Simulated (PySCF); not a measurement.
**UCCSDT/STO-6G run of SiPH4 (SMILES [SiH2]P)**

Aim: the vertical doublet–quartet gap of SiPH4 at UCCSDT/STO-6G, from 2 runs. 

The calculation is run with PySCF 2.14.0.

10 further runs of the same task are left out: 1 that didn't finish, 9 set aside as unsound or not needed.

## Step 1: The system as given

The species is SiPH4 (6 atoms), meant as a doublet with charge 0. As SMILES, `[SiH2]P`. The shape is that of a GFN2-xTB optimisation. This is one conformer, not always the lowest.

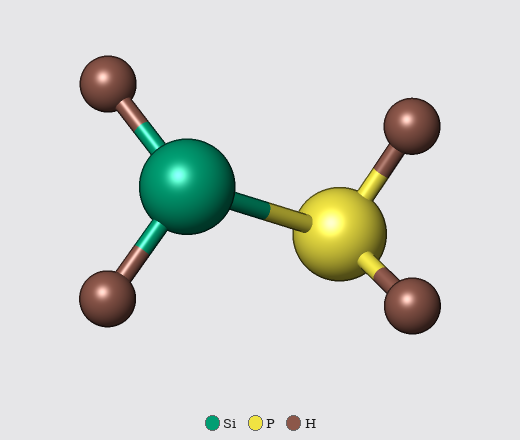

The structure, seen from a chosen angle (silicon teal, phosphorus yellow, hydrogen brown).

## Step 2: A single-point energy at UCCSDT/STO-6G

Input file input.py:

```python
from pyscf import gto, scf, cc

mol = gto.Mole()
mol.atom = '''
Si       0.127020      -0.986120      -0.104660
P       -0.338670       1.170000       0.142220
H       -0.300620      -1.724700       1.087920
H       -0.579260      -1.514310      -1.276300
H        0.434680       1.617150      -0.915300
H        0.656850       1.437980       1.066130
'''
mol.charge = 0
mol.basis = 'sto-6g'
mol.spin = 1
mol.max_memory = 1860
mol.verbose = 3
mol.build()

mf = scf.UHF(mol)
mf.conv_tol = 1e-10
mf.kernel()
if not mf.converged:
    mf = mf.newton().run(mf.mo_coeff, mf.mo_occ)

mycc = cc.CCSDT(mf, frozen=10)
mycc.kernel()
etot = mycc.e_tot
print('E = %.10f Eh' % etot)
```

Launch:

```
$ OMP_NUM_THREADS=1 python input.py
```

Log:

```text
converged SCF energy = -629.711431764697  <S^2> = 0.75239998  2S+1 = 2.0023985
_make_eris_incore_UCCSDT

WARN: A large `blksize_v_aaa` is being used, which may cause large memory consumption
      for storing contraction intermediates. If memory is sufficient, consider using
      `pyscf.cc.uccsdt_highm.UCCSDT` instead.

WARN: A large `blksize_v_aab` is being used, which may cause large memory consumption
      for storing contraction intermediates. If memory is sufficient, consider using
      `pyscf.cc.uccsdt_highm.UCCSDT` instead.

UCCSDT converged
E(UCCSDT) = -629.8083712336461   E_corr = -0.09693946894923565
E_corr(same-spin) = -0.00282496220367947
E_corr(oppo-spin) = -0.0941145067455562
E = -629.8083712336 Eh
```

Wall time 2.2 s (1 thread of Arm Neoverse V1, shared host); peak memory 0.11 GiB.

## Step 3: The quartet at the same level

Input file job.py:

```python
from pyscf import gto, cc

system = gto.M(
    atom='''
Si   0.127020  -0.986120  -0.104660
P   -0.338670   1.170000   0.142220
H   -0.300620  -1.724700   1.087920
H   -0.579260  -1.514310  -1.276300
H    0.434680   1.617150  -0.915300
H    0.656850   1.437980   1.066130
''',
    verbose=3,
    basis='sto-6g',
    spin=3,
    max_memory=1860,
    charge=0,
)

calc0 = system.UHF()
calc0.conv_tol = 1e-10
calc0.kernel()
if not calc0.converged:
    calc0 = calc0.newton().run(calc0.mo_coeff, calc0.mo_occ)

mycc = cc.CCSDT(calc0, frozen=10)
mycc.kernel()
e_tot = mycc.e_tot
print(f'total energy: {e_tot:.8f} hartree')
```

Launch:

```
$ OMP_NUM_THREADS=1 python job.py
```

Log:

```text
WARN: HOMO 0.31105223494647 >= LUMO -0.267686055657964

converged SCF energy = -629.398553917472  <S^2> = 3.7662813  2S+1 = 4.0081324
_make_eris_incore_UCCSDT

WARN: A large `blksize_v_aaa` is being used, which may cause large memory consumption
      for storing contraction intermediates. If memory is sufficient, consider using
      `pyscf.cc.uccsdt_highm.UCCSDT` instead.

WARN: A large `blksize_v_aab` is being used, which may cause large memory consumption
      for storing contraction intermediates. If memory is sufficient, consider using
      `pyscf.cc.uccsdt_highm.UCCSDT` instead.

UCCSDT converged
E(UCCSDT) = -629.4809905182146   E_corr = -0.08243660074284107
E_corr(same-spin) = -0.00174403293180286
E_corr(oppo-spin) = -0.0806925678110382
total energy: -629.48099052 hartree
```

Run time: 3.3 s. Hardware: 1 thread of Arm Neoverse V1, shared host; peak memory 0.12 GiB.

## Step 4: What came out

At UCCSDT/STO-6G, 10 core orbitals frozen:

| quantity | value |
| --- | --- |
| doublet: total energy | -629.80837 Eh |
| doublet: dipole moment (Hartree–Fock density) | 1.25 D |
| doublet: HOMO energy (Hartree–Fock orbitals) (highest over α and β) | -5.66 eV |
| doublet: LUMO energy (Hartree–Fock orbitals) (lowest over α and β) | 6.12 eV |
| doublet: correlation energy (10 core orbitals frozen) | -96.9 mEh |
| doublet: ⟨S²⟩ of the reference determinant | 0.752 |
| doublet: T1 diagnostic | 0.009 |
| quartet: total energy | -629.48099 Eh |
| quartet: dipole moment (Hartree–Fock density) | 3.01 D |
| quartet: correlation energy (10 core orbitals frozen) | -82.4 mEh |
| quartet: ⟨S²⟩ of the reference determinant | 3.766 |
| quartet: T1 diagnostic | 0.007 |
| vertical energy of the quartet above the doublet | 8.908 eV |

What this shows: At this shape the quartet lies 8.91 eV (860 kJ/mol) above the doublet. In a minimal basis such a difference can be off by several eV, whatever the method.
